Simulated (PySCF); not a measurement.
SMILES c1cc(sc1)[Si](C)(C)C (C7H12SSi) at its GFN2-xTB optimised geometry (Å):

```
21

C     -1.1161    -2.7736    -0.1315
Si    -2.1039    -1.1517     0.0096
C     -3.0869    -1.1015     1.6434
C     -3.2874    -0.9514    -1.4719
C     -0.8938     0.2952     0.0000
C      0.4698     0.2952     0.0000
C      1.0440     1.5844     0.0000
C      0.1068     2.5657    -0.0010
S     -1.4873     1.9276    -0.0001
H     -0.5217    -2.8006    -1.0392
H     -0.4432    -2.9045     0.7099
H     -1.7846    -3.6281    -0.1517
H     -3.6224    -0.1623     1.7460
H     -2.4320    -1.2008     2.5040
H     -3.8164    -1.9045     1.6905
H     -2.7546    -1.0054    -2.4167
H     -4.0480    -1.7261    -1.4780
H     -3.7939     0.0086    -1.4358
H      1.0489    -0.6111    -0.0001
H      2.1039     1.7703    -0.0009
H      0.2502     3.6281    -0.0024
```

Computed with CAM-B3LYP/def2-SVP (PySCF).

Map of the HOMO amplitude (bohr^(-3/2)) on the plane z = 0.6 Å; orbital energy -7.87 eV, overall sign arbitrary:

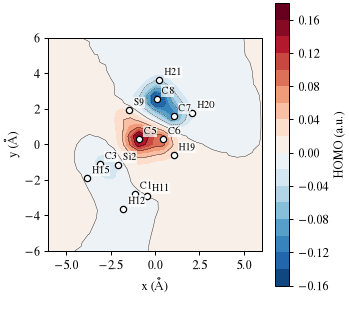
*HOMO amplitude (bohr^(-3/2)) on the plane z = 0.6 Å.*
